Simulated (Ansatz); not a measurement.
```yaml
atoms:
  - { symbol: C, position_ang: [0.4751, -0.0931, 0.3670] }
  - { symbol: Br, position_ang: [-1.2553, 0.7345, 0.0257] }
  - { symbol: I, position_ang: [2.1889, 1.0232, -0.3607] }
  - { symbol: H, position_ang: [0.4860, -1.0533, -0.1326] }
  - { symbol: H, position_ang: [0.5898, -0.1880, 1.4392] }
```

Geometry: B3LYP-D3(BJ)/6-311G**; core potentials replace the inner electrons of I.

Level of theory: Ansatz 0.2.0, isolated molecule in a Gaussian basis; Kohn-Sham density functional theory, functional PBE0.

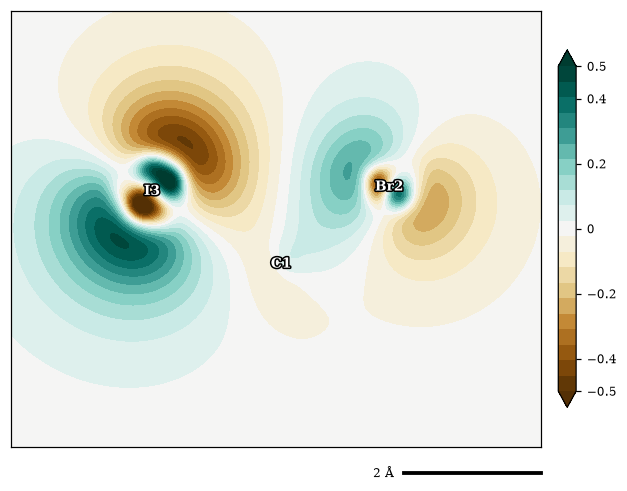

CH$_{2}$BrI (SMILES BrCI). The HOMO on the plane of atoms Br2, C1 and I3 (values in Å⁻³ᐟ²; the overall sign is arbitrary).

Describe this orbital and give its energy.

Answer. It lies mainly on I3 (about 80 %) and Br2 (about 15 %); largely a lone pair of I3. Its energy is −7.67 eV.
